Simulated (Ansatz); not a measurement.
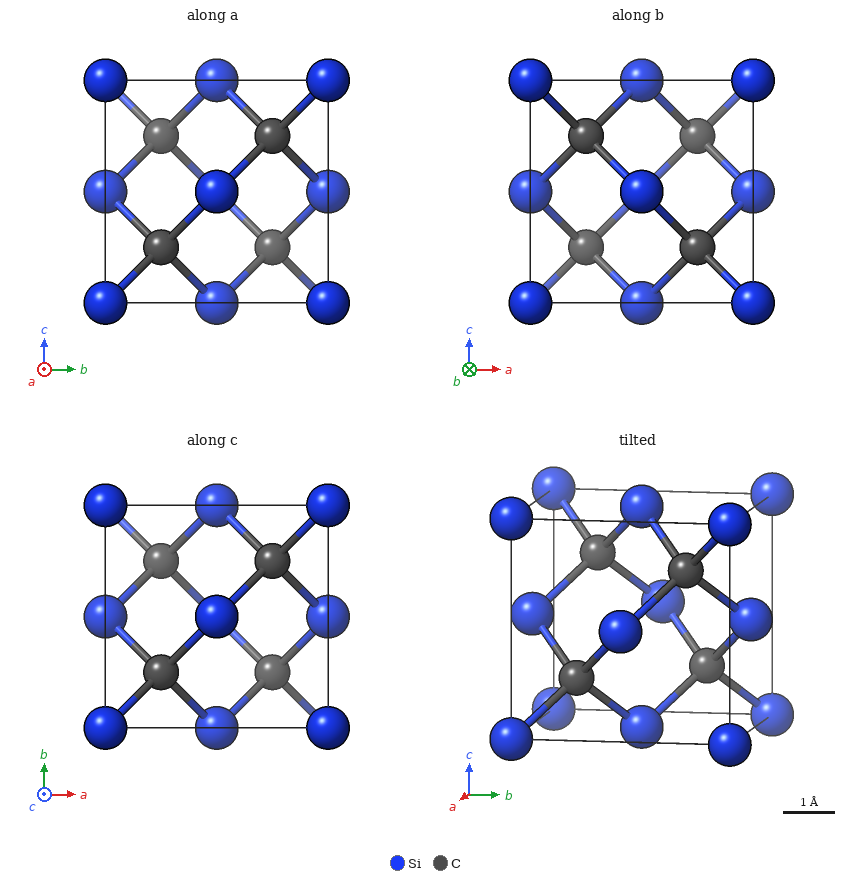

A ball-and-stick rendering, viewed along the a axis, along the b axis, along the c axis and slightly off an axis. Lines trace the edges of the conventional unit cell.

Lattice parameters: a = 4.3797 Å, b = 4.3797 Å, c = 4.3797 Å, α = 90.000°, β = 90.000°, γ = 90.000°.

**Reconstruct the structure as a CIF in P1 with every atom of the cell.**

```cif
data_structure
_symmetry_space_group_name_H-M 'P 1'
_symmetry_Int_Tables_number 1
_cell_length_a 4.3797
_cell_length_b 4.3797
_cell_length_c 4.3797
_cell_angle_alpha 90.000
_cell_angle_beta 90.000
_cell_angle_gamma 90.000
_cell_volume 84.01
loop_
_atom_site_label
_atom_site_type_symbol
_atom_site_fract_x
_atom_site_fract_y
_atom_site_fract_z
_atom_site_occupancy
Si1 Si 0.0000 0.0000 0.0000 1
C1 C 0.2500 0.2500 0.7500 1
Si2 Si 0.0000 0.5000 0.5000 1
C2 C 0.2500 0.7500 0.2500 1
Si3 Si 0.5000 0.0000 0.5000 1
C3 C 0.7500 0.2500 0.2500 1
Si4 Si 0.5000 0.5000 0.0000 1
C4 C 0.7500 0.7500 0.7500 1
```

It derives from a structure type filled with these elements by a generator (whether the compound takes this form wasn't checked). Earlier steps of the study may have refined or changed the cell and positions. A calculation with Ansatz used it as input.
